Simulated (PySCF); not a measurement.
C5H6F (SMILES CCc1c[c+]1F) (charge +1)

The calculation's input:

```
{"job": {"kind": "nmr", "xc": "PBE0", "basis": "pcSseg-1"}, "charge": 1, "multiplicity": 1}
C     -1.579326     0.624832     0.024710
C     -0.685337    -0.610248     0.073112
C      0.716027    -0.337189    -0.009274
C      2.057309    -0.755048    -0.036630
C      1.769433     0.576109    -0.127154
F      2.175229     1.770462    -0.238142
H     -2.619855     0.323077     0.093583
H     -1.367333     1.295356     0.852881
H     -1.447225     1.169024    -0.906419
H     -0.935964    -1.315823    -0.734063
H     -0.861408    -1.195893     0.988427
H      2.779649    -1.545344    -0.007060
```

Run with:

```sh
OMP_NUM_THREADS=1 python probes_run.py task.json out
```

Geometry: GFN2-xTB.

Computed with PBE0/pcSseg-1, SCF density, gas phase, non-relativistic (PySCF 2.14.0).

Question: What will maps of the electron density and electron localisation function show?

Answer: C–F (1.27 Å): ρ is about 2.8 e/Å³ halfway; the ELF peaks at about 0.85 between the atoms; a polar covalent bond.
C–C (1.36 Å): the density is about 2 e/Å³ at the midpoint; the ELF peaks at about 0.85 between the atoms, as expected for a covalent bond.
C–H (1.07 Å): ρ at the midpoint is about 2.1 e/Å³; the ELF climbs to about 1 towards the hydrogen, as it does in any bond to H; a covalent bond by its length.
C–C (1.41 Å): ρ is about 1.9 e/Å³ halfway; the ELF peaks at about 0.85 between the atoms, as expected for a covalent bond.

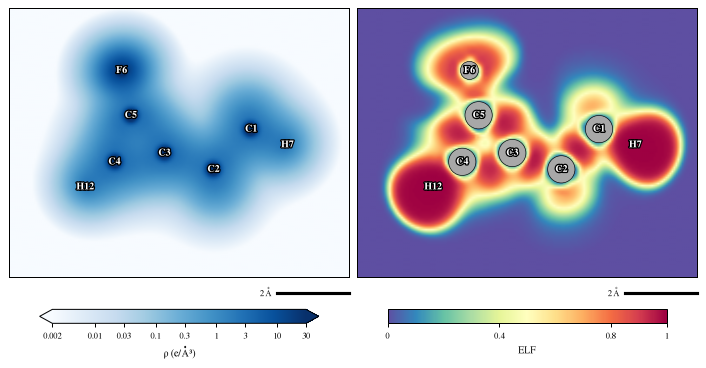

Computed electron density and electron localisation function on the plane of atoms C3, C4 and C5, in this order. Grey discs cover the atomic cores in the ELF map. 
